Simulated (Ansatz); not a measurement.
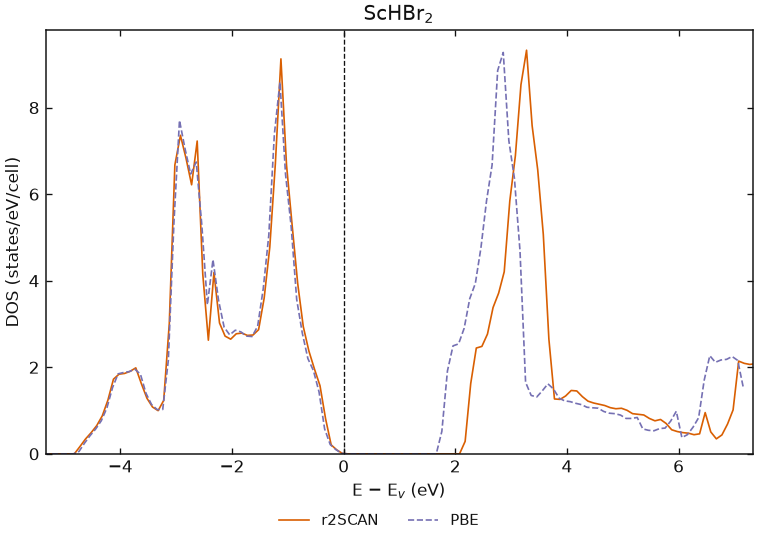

Total densities of states of ScHBr₂, space group P4/mmm (No. 123), 4 atoms in the cell, by two methods on the same cell. Each is counted from its own valence-band top.

What changes from one method to the other?

r2SCAN gives a gap of 2.15 eV and PBE gives a gap of 1.72 eV.

Settings. r2SCAN: DFT r2SCAN, scalar-relativistic, plane waves, PAW, no spin polarisation, 6×6×8 k mesh, 500 eV cutoff (Ansatz). PBE: DFT PBE, scalar-relativistic, plane waves, PAW, no spin polarisation, 6×6×8 k mesh, 420 eV cutoff (Ansatz 0.2.0).

The structure is an invented one, so it need not be a known or stable phase.
